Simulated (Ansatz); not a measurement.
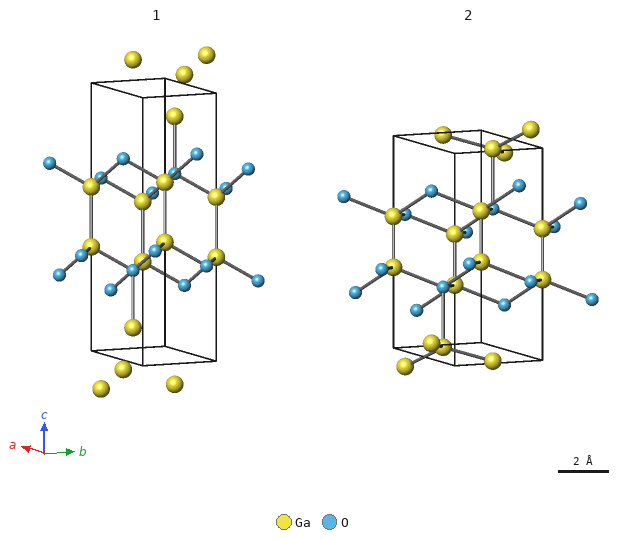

Two geometries of solid Ga₂O (a generated structure, set up in P-3m1) (coarse preliminary run), drawn at one scale. One is the start of a relaxation, the other its converged end. The picture is a ball-and-stick view of the cell of the calculation, seen from a free direction.

Computed with DFT PBEsol, scalar-relativistic, plane waves, PAW in Ansatz 0.2.0. Set-up: plane-wave cutoff 420 eV; k-point mesh 6 × 6 × 2; occupations gaussian; smearing width 0.1 eV; no spin polarisation; cell and atoms relaxed; force threshold 0.05 eV/Å; at most 80 steps.

**Which of the two is the end point?**

Structure 1 is the relaxed one. The largest moves relative to the cell, 0.86 Å, are those of Ga atoms. By element the largest moves are Ga 0.86 Å, O 0.08 Å. Cell: a = b 3.627 → 3.044 Å (−16.1 %), c 8.884 → 11.216 Å (+26.2 %). Volume −11.1 %. Near-neighbour distances that change, for instance: Ga–Ga 2.134 → 2.837 Å, Ga–Ga 2.132 → 2.513 Å, Ga–O 2.195 → 1.949 Å, Ga–O 2.514 → 2.395 Å. Bonds break: Ga–Ga (2.13 → 2.84 Å). Bond angles that change, for instance: Ga–O–Ga 111.4° → 102.7°, O–Ga–O 111.4° → 102.7°, Ga–Ga–O 107.4° → 115.6°. The space group stays P-3m1 (No. 164). The energy falls by 4.347 eV per cell of the calculation in 13 accepted moves (16 points after the start). The largest force component goes from 4.9 to 0.021 eV/Å. The pressure goes from 4.65 to 0.11 GPa. The line search rejected the trial step at point 9 of the run. The SCF was repeated twice at an unchanged geometry on a basis and grid sized afresh for the cell, which shifted the energy by 0.178 eV per cell of the calculation at most.

Limits of the set-up: layers or molecules are held without a dispersion correction, so their spacing is unreliable.
